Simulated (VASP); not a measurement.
# Ni3Pt: structure and properties in VASP, part 9 of 15

What structure does Ni3Pt take at this level, and what are its properties? The start is a computed cell from the Materials Project.

VASP 6.6.1, plane waves and PAW; the level of theory is named at each step.

Still holding for the runs below: The magnetic order is the lowest of the few collinear ones that converged above; longer or canted patterns were not tried. The k-mesh is coarse for a metal.

So far, largest spin moment in the PAW sphere (μB): step 2 (magnetic order: ferromagnetic) 0.877; step 4 (magnetic order: antiferromagnetic, q = (0, 0, 1/2)) 0.736; step 5 (magnetic order: antiferromagnetic, q = (1/2, 1/2, 1/2)) 0.583; step 6 (magnetic order: antiferromagnetic, q = (1/2, 1/2, 0)) 0.708; step 8 (relaxing cell and atoms (r2SCAN + rVV10)) 0.874.

### 10. Bands along the symmetry lines (r2SCAN + rVV10)

Level of this step: r2SCAN with rVV10, spin-polarised from a ferromagnetic start; plane waves and PAW (Ni, Pt) (VASP).

The mesh alone shows little of the dispersion and can miss band extrema, so KPOINTS_OPT adds a path through the symmetry points after the self-consistent cycle.

Contents of INCAR:

```
SYSTEM = Ni3Pt
PREC = Accurate
ENCUT = 400
EDIFF = 1E-06
NELM = 100
ISMEAR = 1
SIGMA = 0.2
LREAL = .FALSE.
ALGO = Normal
METAGGA = R2SCAN
LUSE_VDW = .TRUE.
IVDW_NL = 2
BPARAM = 11.95
CPARAM = 0.0093
LASPH = .TRUE.
NBANDS = 38
ISPIN = 2
MAGMOM = 0.874 0.874 0.874 0.339
LMAXMIX = 4
LORBIT = 11
LWAVE = .FALSE.
LCHARG = .FALSE.
KPAR = 8
```

Contents of POSCAR:

```
Ni3Pt
1.0
    3.6126604685      0.0000000000      0.0000000000
    0.0000000000      3.6126604685      0.0000000000
    0.0000000000      0.0000000000      3.6126604685
Ni Pt
3 1
Direct
    0.5000000000      0.0000000000      0.5000000000
    0.0000000000      0.5000000000      0.5000000000
    0.5000000000      0.5000000000      0.0000000000
    0.0000000000      0.0000000000      0.0000000000
```

Contents of KPOINTS:

```
Automatic mesh
0
Gamma
6 6 6
0 0 0
```

Contents of KPOINTS_OPT:

```
Line mode
16
Line-mode
Reciprocal
  0.00000000   0.00000000   0.00000000 GAMMA
  0.00000000   0.50000000   0.00000000 X

  0.00000000   0.50000000   0.00000000 X
  0.50000000   0.50000000   0.00000000 M

  0.50000000   0.50000000   0.00000000 M
  0.00000000   0.00000000   0.00000000 GAMMA

  0.00000000   0.00000000   0.00000000 GAMMA
  0.50000000   0.50000000   0.50000000 R

  0.50000000   0.50000000   0.50000000 R
  0.00000000   0.50000000   0.00000000 X

  0.50000000   0.50000000   0.00000000 M
  0.50000000   0.50000000   0.50000000 R
```

The projector-augmented-wave data sets are Ni and Pt (PBE family, release 64).

Started as:

```console
$ mpirun -np 8 vasp_std
```

Output:

```text
[... set-up lines as in an earlier step ...]
 entering main loop
       N       E                     dE             d eps       ncg     rms          rms(c)
Total rVV10 correction in eV:      0.9580464    45.9826634
Total rVV10 correction in eV:      0.9580464    45.9826634
Total rVV10 correction in eV:      0.9580464    45.9826634
Total rVV10 correction in eV:      0.9580464    45.9826634
Total rVV10 correction in eV:      0.9580464    45.9826634
Total rVV10 correction in eV:      0.9580464    45.9826634
Total rVV10 correction in eV:      0.9580464    45.9826634
Total rVV10 correction in eV:      0.9580464    45.9826634
DAV:   1     0.190321666724E+03    0.19032E+03   -0.14254E+04  3206   0.119E+03
DAV:   2    -0.760645164772E+02   -0.26639E+03   -0.24469E+03  3076   0.276E+02
DAV:   3    -0.965674014817E+02   -0.20503E+02   -0.19421E+02  3384   0.865E+01
DAV:   4    -0.969833683675E+02   -0.41597E+00   -0.41522E+00  3450   0.124E+01
DAV:   5    -0.969989361112E+02   -0.15568E-01   -0.15566E-01  3960   0.211E+00    0.237E+01
Total rVV10 correction in eV:      0.8743567    45.9826664
Total rVV10 correction in eV:      0.8743567    45.9826664
Total rVV10 correction in eV:      0.8743567    45.9826664
Total rVV10 correction in eV:      0.8743567    45.9826664
Total rVV10 correction in eV:      0.8743567    45.9826664
Total rVV10 correction in eV:      0.8743567    45.9826664
Total rVV10 correction in eV:      0.8743567    45.9826664
Total rVV10 correction in eV:      0.8743567    45.9826664
DAV:   6    -0.906579413892E+02    0.63410E+01   -0.23192E+01  3710   0.847E+01    0.247E+01
Total rVV10 correction in eV:      0.8918107    45.9826670
Total rVV10 correction in eV:      0.8918107    45.9826670
Total rVV10 correction in eV:      0.8918107    45.9826670
Total rVV10 correction in eV:      0.8918107    45.9826670
Total rVV10 correction in eV:      0.8918107    45.9826670
Total rVV10 correction in eV:      0.8918107    45.9826670
Total rVV10 correction in eV:      0.8918107    45.9826670
Total rVV10 correction in eV:      0.8918107    45.9826670
DAV:   7    -0.870582997327E+02    0.35996E+01   -0.20576E+01  3854   0.597E+01    0.872E+00
Total rVV10 correction in eV:      0.8909881    45.9826666
Total rVV10 correction in eV:      0.8909881    45.9826666
Total rVV10 correction in eV:      0.8909881    45.9826666
Total rVV10 correction in eV:      0.8909881    45.9826666
Total rVV10 correction in eV:      0.8909881    45.9826666
Total rVV10 correction in eV:      0.8909881    45.9826666
Total rVV10 correction in eV:      0.8909881    45.9826666
Total rVV10 correction in eV:      0.8909881    45.9826666
DAV:   8    -0.868644902192E+02    0.19381E+00   -0.46164E-01  4166   0.776E+00    0.425E+00
Total rVV10 correction in eV:      0.8868199    45.9826667
Total rVV10 correction in eV:      0.8868199    45.9826667
Total rVV10 correction in eV:      0.8868199    45.9826667
Total rVV10 correction in eV:      0.8868199    45.9826667
Total rVV10 correction in eV:      0.8868199    45.9826667
Total rVV10 correction in eV:      0.8868199    45.9826667
Total rVV10 correction in eV:      0.8868199    45.9826667
Total rVV10 correction in eV:      0.8868199    45.9826667
DAV:   9    -0.868298008968E+02    0.34689E-01   -0.15908E-01  4382   0.550E+00    0.127E+00
Total rVV10 correction in eV:      0.8845783    45.9826667
Total rVV10 correction in eV:      0.8845783    45.9826667
Total rVV10 correction in eV:      0.8845783    45.9826667
Total rVV10 correction in eV:      0.8845783    45.9826667
Total rVV10 correction in eV:      0.8845783    45.9826667
Total rVV10 correction in eV:      0.8845783    45.9826667
Total rVV10 correction in eV:      0.8845783    45.9826667
Total rVV10 correction in eV:      0.8845783    45.9826667
DAV:  10    -0.868303353041E+02   -0.53441E-03   -0.34524E-02  3370   0.141E+00    0.547E-01
Total rVV10 correction in eV:      0.8826409    45.9826667
Total rVV10 correction in eV:      0.8826409    45.9826667
Total rVV10 correction in eV:      0.8826409    45.9826667
Total rVV10 correction in eV:      0.8826409    45.9826667
Total rVV10 correction in eV:      0.8826409    45.9826667
Total rVV10 correction in eV:      0.8826409    45.9826667
Total rVV10 correction in eV:      0.8826409    45.9826667
Total rVV10 correction in eV:      0.8826409    45.9826667
DAV:  11    -0.868299570875E+02    0.37822E-03   -0.51980E-03  3584   0.606E-01    0.202E-01
Total rVV10 correction in eV:      0.8818261    45.9826667
Total rVV10 correction in eV:      0.8818261    45.9826667
Total rVV10 correction in eV:      0.8818261    45.9826667
Total rVV10 correction in eV:      0.8818261    45.9826667
Total rVV10 correction in eV:      0.8818261    45.9826667
Total rVV10 correction in eV:      0.8818261    45.9826667
Total rVV10 correction in eV:      0.8818261    45.9826667
Total rVV10 correction in eV:      0.8818261    45.9826667
DAV:  12    -0.868304719128E+02   -0.51483E-03   -0.77882E-04  3886   0.326E-01    0.121E-01
Total rVV10 correction in eV:      0.8819500    45.9826668
Total rVV10 correction in eV:      0.8819500    45.9826668
Total rVV10 correction in eV:      0.8819500    45.9826668
Total rVV10 correction in eV:      0.8819500    45.9826668
Total rVV10 correction in eV:      0.8819500    45.9826668
Total rVV10 correction in eV:      0.8819500    45.9826668
Total rVV10 correction in eV:      0.8819500    45.9826668
Total rVV10 correction in eV:      0.8819500    45.9826668
DAV:  13    -0.868304684454E+02    0.34674E-05   -0.10617E-04  3510   0.908E-02    0.697E-02
Total rVV10 correction in eV:      0.8820925    45.9826668
Total rVV10 correction in eV:      0.8820925    45.9826668
Total rVV10 correction in eV:      0.8820925    45.9826668
Total rVV10 correction in eV:      0.8820925    45.9826668
Total rVV10 correction in eV:      0.8820925    45.9826668
Total rVV10 correction in eV:      0.8820925    45.9826668
Total rVV10 correction in eV:      0.8820925    45.9826668
Total rVV10 correction in eV:      0.8820925    45.9826668
DAV:  14    -0.868304880366E+02   -0.19591E-04   -0.43768E-05  3700   0.580E-02    0.225E-02
Total rVV10 correction in eV:      0.8821489    45.9826668
Total rVV10 correction in eV:      0.8821489    45.9826668
Total rVV10 correction in eV:      0.8821489    45.9826668
Total rVV10 correction in eV:      0.8821489    45.9826668
Total rVV10 correction in eV:      0.8821489    45.9826668
Total rVV10 correction in eV:      0.8821489    45.9826668
Total rVV10 correction in eV:      0.8821489    45.9826668
Total rVV10 correction in eV:      0.8821489    45.9826668
DAV:  15    -0.868304977533E+02   -0.97167E-05   -0.11712E-05  3744   0.295E-02    0.699E-03
Total rVV10 correction in eV:      0.8821537    45.9826668
Total rVV10 correction in eV:      0.8821537    45.9826668
Total rVV10 correction in eV:      0.8821537    45.9826668
Total rVV10 correction in eV:      0.8821537    45.9826668
Total rVV10 correction in eV:      0.8821537    45.9826668
Total rVV10 correction in eV:      0.8821537    45.9826668
Total rVV10 correction in eV:      0.8821537    45.9826668
Total rVV10 correction in eV:      0.8821537    45.9826668
DAV:  16    -0.868304987920E+02   -0.10387E-05   -0.25106E-06  2968   0.116E-02    0.361E-03
Total rVV10 correction in eV:      0.8821623    45.9826668
Total rVV10 correction in eV:      0.8821623    45.9826668
Total rVV10 correction in eV:      0.8821623    45.9826668
Total rVV10 correction in eV:      0.8821623    45.9826668
Total rVV10 correction in eV:      0.8821623    45.9826668
Total rVV10 correction in eV:      0.8821623    45.9826668
Total rVV10 correction in eV:      0.8821623    45.9826668
Total rVV10 correction in eV:      0.8821623    45.9826668
DAV:  17    -0.868304996967E+02   -0.90469E-06   -0.35286E-07  1710   0.585E-03
Total rVV10 correction in eV:      0.8821518    45.9826668
Total rVV10 correction in eV:      0.8821518    45.9826668
Total rVV10 correction in eV:      0.8821518    45.9826668
Total rVV10 correction in eV:      0.8821518    45.9826668
Total rVV10 correction in eV:      0.8821518    45.9826668
Total rVV10 correction in eV:      0.8821518    45.9826668
Total rVV10 correction in eV:      0.8821518    45.9826668
Total rVV10 correction in eV:      0.8821518    45.9826668
Total rVV10 correction in eV:      0.8821581    45.9826668
Total rVV10 correction in eV:      0.8821581    45.9826668
Total rVV10 correction in eV:      0.8821581    45.9826668
Total rVV10 correction in eV:      0.8821581    45.9826668
Total rVV10 correction in eV:      0.8821581    45.9826668
Total rVV10 correction in eV:      0.8821581    45.9826668
Total rVV10 correction in eV:      0.8821581    45.9826668
Total rVV10 correction in eV:      0.8821581    45.9826668
   1 F= -.86830500E+02 E0= -.86832468E+02  d E =0.590397E-02  mag=     2.8929
 Start KPOINTS_OPT (optional k-point list driver)
k-point batch [1-20\96]
       N       E                     dE             ncg
DAV:   1     0.115134544762E+05    0.23275E+03     3184
DAV:   2     0.613775028086E+04   -0.53757E+04     3058
DAV:   3     0.571895496524E+04   -0.41880E+03     3292
DAV:   4     0.571001706965E+04   -0.89379E+01     3428
DAV:   5     0.570966988769E+04   -0.34718E+00     4252
DAV:   6     0.570966138800E+04   -0.84997E-02     3766
DAV:   7     0.570966112808E+04   -0.25992E-03     4362
DAV:   8     0.570966112642E+04   -0.16582E-05     2548
DAV:   9     0.570966112633E+04   -0.87573E-07     2126
[...]
k-point batch [81-96\96]
       N       E                     dE             ncg
DAV:   1     0.131242975859E+05   -0.13226E+05     2534
DAV:   2     0.889323811460E+04   -0.42311E+04     2432
DAV:   3     0.856203956638E+04   -0.33120E+03     2826
DAV:   4     0.855513112881E+04   -0.69084E+01     2864
DAV:   5     0.855484576699E+04   -0.28536E+00     3342
DAV:   6     0.855483944525E+04   -0.63217E-02     3156
DAV:   7     0.855483933662E+04   -0.10862E-03     3366
DAV:   8     0.855483933615E+04   -0.46933E-06     2162
```

The job ended after 3.2 min (8 MPI ranks of AMD EPYC 7R43, shared host; peak memory 1.8 GiB; 26 min of CPU time).

Parts of OUTCAR (step 10):

```text
   k-points           NKPTS =     20   k-points in BZ     NKDIM =     20   number of bands    NBANDS=     38

   NELECT =      40.0000    total number of electrons

 E-fermi :  10.0636

 spin component 1
 k-point     1 :       0.0000    0.0000    0.0000
  band No.  band energies     occupation
    ...
     17       9.4272      1.00003
     18       9.4272      1.00003
     19       9.7489      1.02431
     20       9.7489      1.02431
     21       9.7489      1.02431
     22      12.3561     -0.00000
     23      12.3561     -0.00000
     24      12.3561     -0.00000
     25      18.4775      0.00000
     26      20.8608      0.00000
    ...

 k-point     2 :       0.1667    0.0000    0.0000
  band No.  band energies     occupation
    ...
     17       9.1255      1.00000
     18       9.1255      1.00000
     19       9.1938      1.00000
     20       9.2911      1.00000
     21       9.7379      1.02176
     22      10.8289     -0.00000
     23      13.5358     -0.00000
     24      13.5358     -0.00000
     25      19.1088      0.00000
     26      20.5494      0.00000
    ...

  Total       -0.0308834     -0.0308834     -0.0308834     -0.0000000      0.0000000      0.0000000
  in kB       -1.0494333     -1.0494333     -1.0494333     -0.0000000      0.0000000      0.0000000
  external PRESSURE =      -1.0494333 kB  Pullay stress =       0.0000000 kB

  FREE ENERGIE OF THE ION-ELECTRON SYSTEM (eV)
  ---------------------------------------------------
  free  energy   TOTEN  =       -86.8304996967 eV

  energy  without entropy=      -86.8364036670  energy(sigma->0) =      -86.83246769

[... 10 parts as in an earlier step ...]

[... 13 further parts left out ...]
```

Spin-orbit coupling is off here; with elements this heavy it splits and shifts levels by tenths of an eV or more.

This step gave:

```
bands    : 38
pressure : -0.1049 GPa
```

Spin up. The electronic bands at the labelled points (eV, zero at the Fermi level; # counts the bands kept):

| point | #18 | #19 | #20 | #21 | #22 | #23 | #24 | #25 |
| --- | --- | --- | --- | --- | --- | --- | --- | --- |
| Γ | -0.64 | -0.31 | -0.31 | -0.31 | 2.29 | 2.29 | 2.29 | 8.41 |
| X | -1.74 | -1.49 | -1.21 | -1.14 | -0.36 | 7.61 | 7.61 | 8.74 |
| M | -2.02 | -1.83 | -1.83 | 0.35 | 0.35 | 0.91 | 2.14 | 10.51 |
| Γ | -0.64 | -0.31 | -0.31 | -0.31 | 2.29 | 2.29 | 2.29 | 8.41 |
| R | -0.76 | -0.76 | -0.76 | -0.61 | -0.33 | -0.33 | -0.33 | 4.39 |
| X | -1.74 | -1.49 | -1.21 | -1.14 | -0.36 | 7.61 | 7.61 | 8.74 |
| jump to M | -2.02 | -1.83 | -1.83 | 0.35 | 0.35 | 0.91 | 2.14 | 10.51 |
| R | -0.76 | -0.76 | -0.76 | -0.61 | -0.33 | -0.33 | -0.33 | 4.39 |

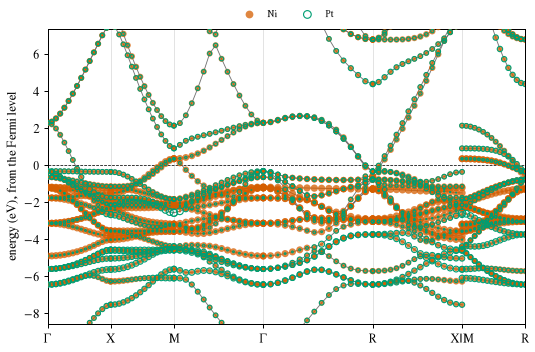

Electronic bands along the path; dots are coloured as in the legend, and their area grows with the weight.

Spin down. Electronic bands along the path, in eV, zero at the Fermi level; # counts the bands kept:

| point | #15 | #16 | #17 | #18 | #19 | #20 | #21 | #22 |
| --- | --- | --- | --- | --- | --- | --- | --- | --- |
| Γ | 0.12 | 0.42 | 0.42 | 0.42 | 1.06 | 1.06 | 1.06 | 2.10 |
| X | -0.87 | -0.87 | -0.69 | -0.69 | -0.58 | -0.46 | 0.43 | 1.05 |
| M | -1.35 | -1.35 | -0.55 | -0.55 | -0.48 | -0.47 | 1.34 | 1.34 |
| Γ | 0.12 | 0.42 | 0.42 | 0.42 | 1.06 | 1.06 | 1.06 | 2.10 |
| R | -0.48 | -0.48 | 0.06 | 0.06 | 0.06 | 0.35 | 0.35 | 0.35 |
| X | -0.87 | -0.87 | -0.69 | -0.69 | -0.58 | -0.46 | 0.43 | 1.05 |
| jump to M | -1.35 | -1.35 | -0.55 | -0.55 | -0.48 | -0.47 | 1.34 | 1.34 |
| R | -0.48 | -0.48 | 0.06 | 0.06 | 0.06 | 0.35 | 0.35 | 0.35 |

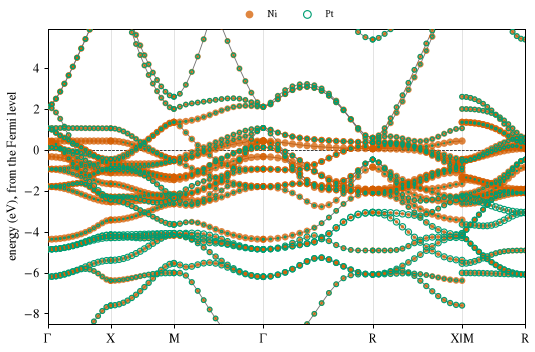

Electronic bands along the path; dots are coloured as in the legend, and their area grows with the weight.

There is no gap at this level.

[end of part 9 of 15]

[Lines on the potential files, build, host, timing and source positions are cut from VASP's logs without a mark.]

[Logs are printed without paths, hosts, clocks, repeated set-up lines and the standing remarks that a program may print on its own settings, such as how far it seeks lower states.]

[Hosts, paths, dates, database ids (printed as entryN), source tags and the programs' standing remarks are cut or masked in the printed files.]

[A measured line is paired with the nearest computed mode of its activity, which favours agreement.]

[In band tables of VASP the shares of atoms and orbitals are scaled to a sum of 1 inside the atoms' spheres.]
